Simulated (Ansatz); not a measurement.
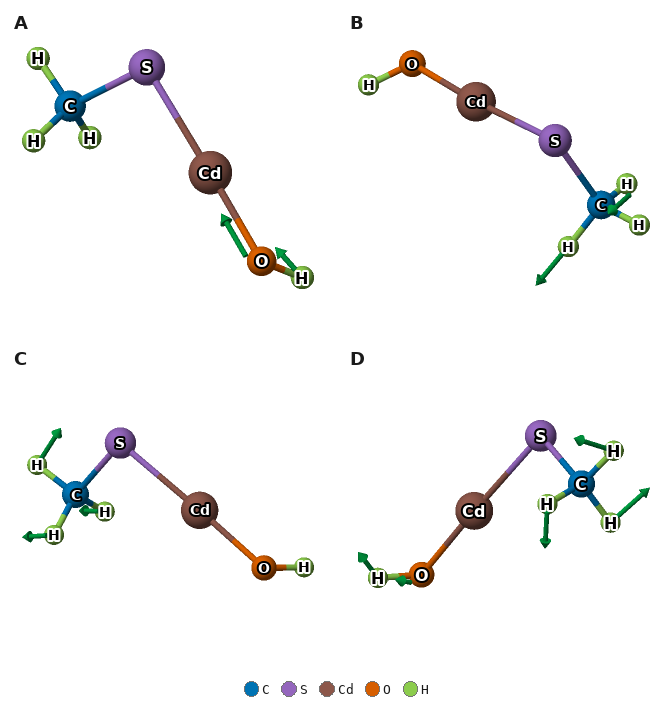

4 normal modes of one molecule or complex, as arrows. Harmonic vibrations computed with RKS PBE0-D4/def2-TZVP, core potentials on Cd (Ansatz 0.2.0) at a stationary point of the same level.

### Match the panels to the wavenumbers 107 cm⁻¹, 592 cm⁻¹, 978 cm⁻¹, 3157 cm⁻¹.

A: 592 cm⁻¹, Cd–O stretching
B: 3157 cm⁻¹, out-of-phase stretching of 2 C–H bonds
C: 978 cm⁻¹, H–C–S bending
D: 107 cm⁻¹
